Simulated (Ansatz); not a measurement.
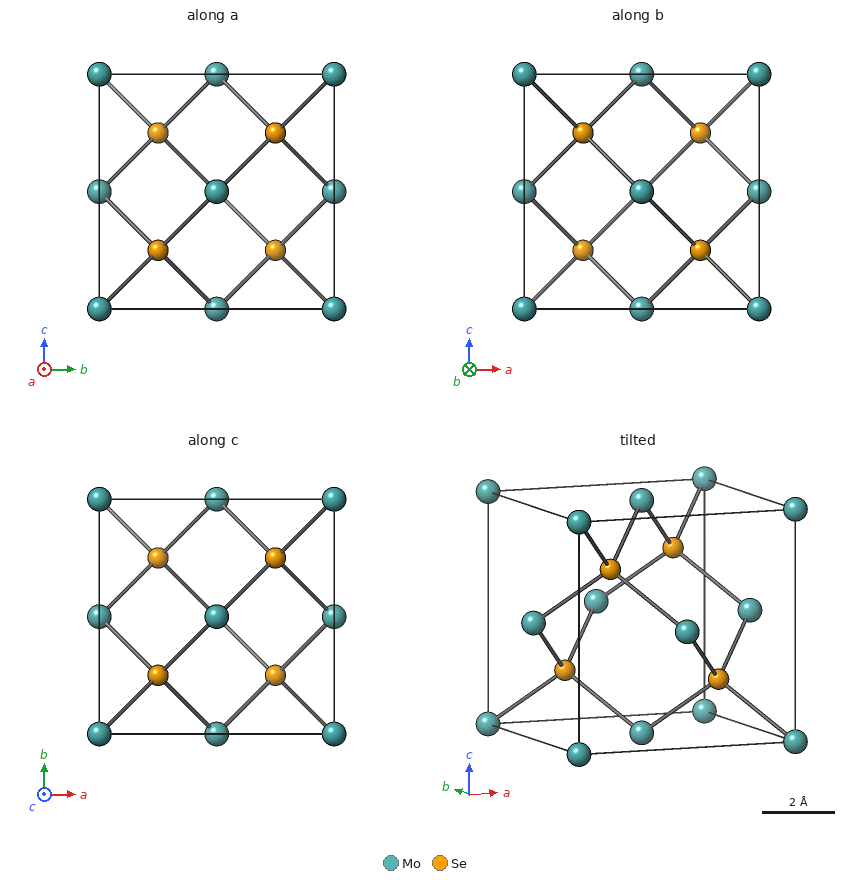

Drawn in the ball-and-stick manner and seen along the a axis, along the b axis, along the c axis and slightly off an axis. The box is the conventional unit cell; atoms on or close to its faces, edges and corners are drawn wherever they repeat.

Lattice parameters: a = 6.575 Å, b = 6.575 Å, c = 6.575 Å, α = 90.00°, β = 90.00°, γ = 90.00°. Put a along x and b in the xy plane.

### Set out the cell and atoms as a POSCAR file.

```
Mo Se
1.0
     6.575    0.000    0.000
     0.000    6.575    0.000
     0.000    0.000    6.575
Mo Se
4 4
Direct
  0.0000 0.0000 0.0000
  0.0000 0.5000 0.5000
  0.5000 0.0000 0.5000
  0.5000 0.5000 0.0000
  0.2500 0.2500 0.7500
  0.2500 0.7500 0.2500
  0.7500 0.2500 0.2500
  0.7500 0.7500 0.7500
```

Provenance: a structure type filled with these elements by a generator (whether the compound takes this form wasn't checked). Earlier steps of the study, as a rule a relaxation of our own, may have changed the cell and positions, so they can lie some per cent off the listed ones. It was set up as input for a calculation with Ansatz.
